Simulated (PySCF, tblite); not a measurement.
**3-buten-2-ol (C₄H₈O): isotopologues and vibrational averages**

How do isotopes change the rotational constants and shieldings of 3-buten-2-ol (C₄H₈O) (`C=C[C@@H](C)O`)?

Programs: PySCF 2.14.0 with density-fitted response routines of our own, and tblite 0.8.0. All values are computed, except where a source is named. Atoms count from 0 throughout.

## 1. The starting structure

13 atoms, charge 0, multiplicity 1; geometry from: force field or distance geometry start.

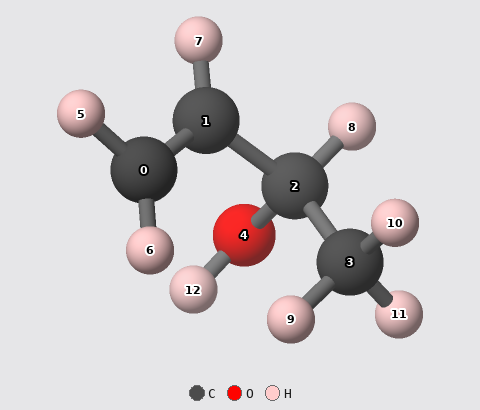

The starting geometry (carbon dark grey, oxygen red, hydrogen pink), atoms numbered.

## 2. GFN2-xTB relaxation, lowest of a short conformer search

The job: settings as JSON, then the geometry in Å.

```
{"job": {"xc": "GFN2-xTB", "basis": "xTB", "kind": "relax"}, "charge": 0, "multiplicity": 1}
C     -1.673200    -0.071600     0.382800
C     -0.931800     0.419200    -0.633300
C      0.582800     0.174200    -0.613200
C      1.204500     0.242600     0.697000
O      0.743200    -1.068200    -1.207900
H     -2.782000     0.172500     0.263000
H     -1.317200    -0.612800     1.211500
H     -1.332600     0.980800    -1.394900
H      1.037400     0.914600    -1.319600
H      0.683700    -0.455100     1.464600
H      1.158700     1.229000     1.107400
H      2.235500    -0.156300     0.591500
H      0.373500    -1.767000    -0.619800
```

Run with:

```console
$ OMP_NUM_THREADS=1 python ens_run.py task.json out
```

One launch serves the whole session.

What it wrote:

```text
step      E/eV     max force
  0    -452.93792    3.965
  1    -453.28573    2.777
  2    -453.35625    1.411
  3    -453.39313    0.539
  4    -453.41225    0.333
  5    -453.42720    0.373
  6    -453.43420    0.242
  7    -453.44018    0.220
  8    -453.44424    0.243
  9    -453.44630    0.157
 10    -453.44722    0.079
 11    -453.44808    0.108
 12    -453.44935    0.196
 13    -453.45089    0.218
 14    -453.45219    0.138
 15    -453.45308    0.071
 16    -453.45383    0.094
 17    -453.45458    0.132
 18    -453.45517    0.098
 19    -453.45549    0.040
 20    -453.45569    0.046
 21    -453.45591    0.066
 22    -453.45617    0.076
 23    -453.45638    0.049
 24    -453.45652    0.028
 25    -453.45664    0.029
 26    -453.45681    0.050
 27    -453.45704    0.062
 28    -453.45734    0.054
 29    -453.45768    0.060
 30    -453.45804    0.055
 31    -453.45838    0.053
 32    -453.45864    0.040
 33    -453.45884    0.042
 34    -453.45905    0.052
 35    -453.45933    0.050
 36    -453.45965    0.050
 37    -453.45988    0.036
 38    -453.45999    0.025
 39    -453.46007    0.022
 40    -453.46011    0.016
 41    -453.46013    0.012
 42    -453.46015    0.011
 43    -453.46017    0.013
 44    -453.46018    0.009
 45    -453.46018    0.006
 46    -453.46019    0.006
 47    -453.46020    0.013
 48    -453.46021    0.015
 49    -453.46023    0.012
 50    -453.46024    0.010
 51    -453.46025    0.011
 52    -453.46026    0.013
 53    -453.46028    0.014
 54    -453.46029    0.010
 55    -453.46031    0.007
 56    -453.46031    0.007
 57    -453.46032    0.008
 58    -453.46033    0.009
 59    -453.46035    0.008
 60    -453.46036    0.008
 61    -453.46037    0.008
 62    -453.46038    0.012
 63    -453.46041    0.021
 64    -453.46048    0.030
 65    -453.46059    0.037
 66    -453.46079    0.051
 67    -453.46112    0.071
 68    -453.46176    0.090
 69    -453.46309    0.112
 70    -453.46557    0.204
 71    -453.44769    0.752
 72    -453.46885    0.171
 73    -453.47070    0.113
 74    -453.46950    0.473
 75    -453.47495    0.104
 76    -453.47648    0.093
 77    -453.47238    0.454
 78    -453.47924    0.066
 79    -453.48037    0.069
 80    -453.48183    0.248
 81    -453.48308    0.094
 82    -453.48385    0.071
 83    -453.48641    0.140
 84    -453.48853    0.160
 85    -453.49221    0.170
 86    -453.48283    0.640
 87    -453.49419    0.147
 88    -453.49552    0.129
 89    -453.49685    0.314
 90    -453.49908    0.076
 91    -453.50060    0.091
 92    -453.50069    0.361
 93    -453.50490    0.110
 94    -453.50651    0.095
 95    -453.50391    0.485
 96    -453.50990    0.090
 97    -453.51159    0.088
 98    -453.51163    0.404
 99    -453.51666    0.086
100    -453.51852    0.099
101    -453.52061    0.308
102    -453.52508    0.138
103    -453.52732    0.134
104    -453.53095    0.211
105    -453.53346    0.091
106    -453.53440    0.101
107    -453.53549    0.082
108    -453.53615    0.055
109    -453.53685    0.062
110    -453.53729    0.050
111    -453.53752    0.040
112    -453.53764    0.027
113    -453.53771    0.033
114    -453.53780    0.031
115    -453.53789    0.027
116    -453.53796    0.019
117    -453.53801    0.013
118    -453.53803    0.009
119    -453.53804    0.007
120    -453.53805    0.007
121    -453.53805    0.006
122    -453.53806    0.006
123    -453.53806    0.004
```

Run time: 0.34 s. Hardware: 1 thread of Arm Neoverse V2, shared host.

Relaxing gained 0.600 eV and moved the atoms by 0.82 Å on average (rms).

## 3. Tight optimisation and Hessian

The job: settings as JSON, then the geometry in Å.

```
{"job": {"xc": "B3LYP", "basis": "pcSseg-1", "grid": 2, "temperatures": [250, 400], "kind": "geom"}, "charge": 0, "multiplicity": 1}
C     -1.978315    -0.261200    -0.130284
C     -0.901682     0.499415    -0.185774
C      0.485369     0.012070    -0.518929
C      1.466538     0.449421     0.577727
O      0.552643    -1.376822    -0.739321
H     -2.945654     0.139295     0.119283
H     -1.940894    -1.314897    -0.354522
H     -0.958017     1.559230     0.021859
H      0.793985     0.459278    -1.472897
H      1.157001     0.043010     1.539882
H      1.497872     1.532866     0.650299
H      2.463426     0.081949     0.346664
H      0.290175    -1.821670     0.075102
```

What it wrote:

```text
step   0  E = -6324.4038020 eV  max force = 0.44088
step   1  E = -6324.4284400 eV  max force = 0.17278
step   2  E = -6324.4300348 eV  max force = 0.11078
step   3  E = -6324.4316028 eV  max force = 0.02069
step   4  E = -6324.4316910 eV  max force = 0.01377
step   5  E = -6324.4317099 eV  max force = 0.00439
step   6  E = -6324.4317106 eV  max force = 0.00054
step   7  E = -6324.4317106 eV  max force = 0.00054
step   8  E = -6324.4317109 eV  max force = 0.00024
harmonic wavenumbers (cm-1): 123.6 253.7 283.2 337.5 377.3 439.8 582.6 686.6 806.8 931.4 956.3 1015.9 1036.1 1048.6 1090.7 1162.8 1288.4 1312.4 1332.5 1396.9 1414.3 1433.6 1483.5 1487.0 1702.9 3011.3 3016.3 3083.1 3106.4 3120.3 3134.8 3215.8 3743.5
```

It took 12 min on 1 thread of Arm Neoverse V2, shared host; peak memory 0.56 GiB.

## 4. Displacements along the modes, parent

The job: settings as JSON, then the geometry in Å.

```
{"job": {"xc": "B3LYP", "basis": "pcSseg-1", "grid": 2, "temperatures": [250, 400], "kind": "vib", "mass_numbers": [12, 12, 12, 12, 16, 1, 1, 1, 1, 1, 1, 1, 1]}, "charge": 0, "multiplicity": 1}
C     -2.013945    -0.258197    -0.182083
C     -0.915559     0.489921    -0.156462
C      0.477342     0.003979    -0.485365
C      1.499971     0.459510     0.560508
O      0.537802    -1.403199    -0.690234
H     -2.986941     0.156368     0.069673
H     -1.975795    -1.305510    -0.473847
H     -0.988941     1.544859     0.114848
H      0.763894     0.430206    -1.457100
H      1.249908     0.052441     1.549087
H      1.524209     1.552265     0.646136
H      2.499477     0.109559     0.283826
H      0.311025    -1.830257     0.150102
```

What it wrote:

```text
mode    cm-1    km/mol   phi_rrr   E(+)/cm-1  E(-)/cm-1
  1    123.57     1.08       5.6      26.75      26.69
  2    253.72     0.29      -1.5      62.29      62.33
  3    283.20     3.59      49.2      53.01      49.69
  4    337.51    61.44      40.3      84.98      81.20
  5    377.26    49.89     -21.4      75.31      76.40
  6    439.80     7.93     -30.5      78.22      80.86
  7    582.58    14.83      -2.9     105.05     105.43
  8    686.59    12.12     -20.4     123.49     124.92
  9    806.80     6.93     -70.5     142.77     148.04
 10    931.40     5.79     -40.4     166.75     169.32
 11    956.28    38.83      -3.6     174.09     174.25
 12   1015.91    23.77      27.9     184.18     182.26
 13   1036.11    11.11     -11.8     186.71     187.56
 14   1048.62    35.31       3.8     189.26     188.86
 15   1090.67    14.22     105.0     200.28     192.59
 16   1162.85    68.01      48.4     211.19     207.62
 17   1288.37     6.52     -94.9     228.80     235.79
 18   1312.36     6.19     -21.6     235.80     237.30
 19   1332.51     5.21      32.4     241.24     238.99
 20   1396.95     8.06     116.7     255.97     247.55
 21   1414.33    41.87     -68.0     252.57     257.31
 22   1433.57     8.04     -71.5     255.76     260.71
 23   1483.48     7.10      -7.1     266.79     267.32
 24   1487.02     5.58      77.4     270.57     264.85
 25   1702.94     4.76    -358.1     294.15     319.91
 26   3011.32     8.43   -1142.2     503.09     585.22
 27   3016.25    25.88     269.0     554.40     535.13
 28   3083.10    26.42    -152.0     552.09     563.12
 29   3106.40    17.32    1129.2     603.24     522.32
 30   3120.33    15.04    1283.9     611.39     519.28
 31   3134.81     4.24   -1132.6     525.45     606.91
 32   3215.82     6.29     144.9     586.86     576.61
 33   3743.55    18.03    2621.0     776.42     588.44
```

Run time: 13 min. Hardware: 1 thread of Arm Neoverse V2, shared host; peak memory 0.58 GiB.

## 5. Displacements along the modes, 2H at atom 10

Changed since step 4:

```diff
@@ -1,2 +1,2 @@
-{"job": {"xc": "B3LYP", "basis": "pcSseg-1", "grid": 2, "temperatures": [250, 400], "kind": "vib", "mass_numbers": [12, 12, 12, 12, 16, 1, 1, 1, 1, 1, 1, 1, 1]}, "charge": 0, "multiplicity": 1}
+{"job": {"xc": "B3LYP", "basis": "pcSseg-1", "grid": 2, "temperatures": [250, 400], "kind": "vib", "mass_numbers": [12, 12, 12, 12, 16, 1, 1, 1, 1, 1, 2, 1, 1]}, "charge": 0, "multiplicity": 1}
 C     -2.013945    -0.258197    -0.182083
```

What it wrote:

```text
mode    cm-1    km/mol   phi_rrr   E(+)/cm-1  E(-)/cm-1
  1    122.49     1.09      -4.6      26.71      26.70
  2    223.98     0.14       3.8      53.13      52.85
  3    279.73     3.72     -41.2      49.37      52.09
  4    331.87    42.89     -41.7      70.76      74.37
  5    370.11    68.97      10.5      82.43      82.31
  6    431.91     6.41      23.4      79.22      77.14
  7    576.40    15.82       1.0     104.22     104.00
  8    685.51    12.06      19.7     124.71     123.34
  9    768.09     4.09     -62.6     136.18     140.72
 10    828.68     2.04      78.8     152.42     146.44
 11    955.93    39.10      -2.1     174.09     174.17
 12   1012.29    33.23      69.0     184.95     180.10
 13   1028.11     5.46       2.0     185.44     185.21
 14   1038.69    39.00       8.3     188.00     187.33
 15   1079.35    12.42     134.0     199.27     189.59
 16   1147.98    58.32     -67.2     204.31     209.15
 17   1254.34    16.37      82.8     229.03     223.15
 18   1276.77    17.33     -35.0     228.78     231.30
 19   1312.47     0.59     -32.2     235.31     237.81
 20   1316.20     1.99     -66.5     235.00     239.63
 21   1351.45     4.27       8.0     243.78     243.24
 22   1417.44    40.53     -69.7     253.04     257.94
 23   1434.90     8.31      72.0     260.95     255.98
 24   1468.74     5.82      88.8     267.78     261.22
 25   1702.91     4.66    -358.3     294.14     319.91
 26   2249.27     8.36   -1222.0     364.00     451.86
 27   3012.87    11.85   -1805.5     482.59     612.16
 28   3038.43    28.89   -1327.1     502.55     597.81
 29   3100.56    21.57   -1251.6     517.22     606.99
 30   3120.01    12.11   -1328.5     517.78     613.07
 31   3134.79     3.94   -1135.2     525.36     607.01
 32   3215.82     6.21     144.9     586.86     576.61
 33   3743.54    18.08    2621.1     776.42     588.44
```

Wall time 14 min (1 thread of Arm Neoverse V2, shared host); peak memory 0.65 GiB.

## 6. Vibrational averages by isotopologue

The job: settings as JSON, then the geometry in Å.

```
{"job": {"xc": "B3LYP", "basis": "pcSseg-1", "grid": 2, "temperatures": [250, 400], "kind": "iso"}, "charge": 0, "multiplicity": 1}
C     -2.013945    -0.258197    -0.182083
C     -0.915559     0.489921    -0.156462
C      0.477342     0.003979    -0.485365
C      1.499971     0.459510     0.560508
O      0.537802    -1.403199    -0.690234
H     -2.986941     0.156368     0.069673
H     -1.975795    -1.305510    -0.473847
H     -0.988941     1.544859     0.114848
H      0.763894     0.430206    -1.457100
H      1.249908     0.052441     1.549087
H      1.524209     1.552265     0.646136
H      2.499477     0.109559     0.283826
H      0.311025    -1.830257     0.150102
```

What it wrote:

```text
parent
  Be/MHz 8140.056 3950.217 2939.676
  B0/MHz 8070.182 3911.605 2909.268
  ZPE/cm-1 24708.0
  <sigma>(0 K)/ppm 57.286 22.218 101.051 147.853 248.216 25.713 25.477 24.969 26.595 30.128 29.560 29.279 30.985
2H at atom 10
  Be/MHz 7742.961 3862.122 2839.253
  B0/MHz 7675.049 3825.475 2810.368
  ZPE/cm-1 24015.8
  <sigma>(0 K)/ppm 57.292 22.223 101.088 148.178 248.597 25.713 25.476 24.971 26.598 30.149 29.685 29.297 30.990
```

Wall time 39 min (1 thread of Arm Neoverse V2, shared host); peak memory 0.65 GiB. This counts the whole study up to here.

Rotational constants (MHz) at equilibrium and in the ground state:

```csv
isotopologue,Be,B0,zero-point change (cm⁻¹)
parent,"8140.1, 3950.2, 2939.7","8070.2, 3911.6, 2909.3",0.0
2H at atom 10,"7743.0, 3862.1, 2839.3","7675.0, 3825.5, 2810.4",-692.2
```

Shieldings of the first species (ppm): at equilibrium, the vibrational parts at 0 K, and the averages:

```csv
atom,equilibrium,anharmonic,harmonic,0 K,250 K,400 K
C0,61.53,-0.25,-3.99,57.29,56.93,56.56
C1,26.85,-0.06,-4.57,22.22,21.91,21.49
C2,105.99,-1.92,-3.02,101.05,101.13,101.10
C3,152.86,0.15,-5.17,147.85,147.65,147.40
O4,266.71,5.26,-23.75,248.22,246.97,245.41
H5,26.19,-0.04,-0.43,25.71,25.70,25.67
H6,25.97,0.02,-0.52,25.48,25.46,25.43
H7,25.45,0.01,-0.49,24.97,24.96,24.94
H8,27.30,-0.23,-0.47,26.60,26.58,26.56
H9,30.83,-0.05,-0.66,30.13,30.10,30.05
H10,30.26,0.01,-0.72,29.56,29.54,29.52
H11,29.97,0.01,-0.70,29.28,29.27,29.25
H12,31.73,0.31,-1.06,30.99,30.90,30.79
```

Isotope effects on the shieldings at 0 K (ppb; positive means more shielded):

```
atom  2H at atom 10
  C0              6
  C1              5
  C2             37
  C3            325
  O4            381
  H5              0
  H6             -1
  H7              2
  H8              3
  H9             20
 H10            125
 H11             18
 H12              5
```

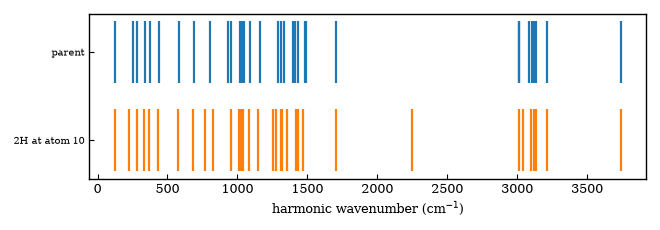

Harmonic wavenumbers of each isotopologue.

## 7. Outcome

```
                  quantity                       value
               point group                          C1
   B0 of the first species  8070.2, 3911.6, 2909.3 MHz
         zero-point energy                  24708 cm⁻¹
zero-point change of σ(O4)                  -18.49 ppm
```

Zero-point motion changes the shielding of O4 most, by -18.49 ppm. The largest secondary isotope effect is 381 ppb on O4, 3 bonds from the change (2H at atom 10). The job flags a low mode; perturbation theory is less sure for low modes. Internal rotors are held in one well.
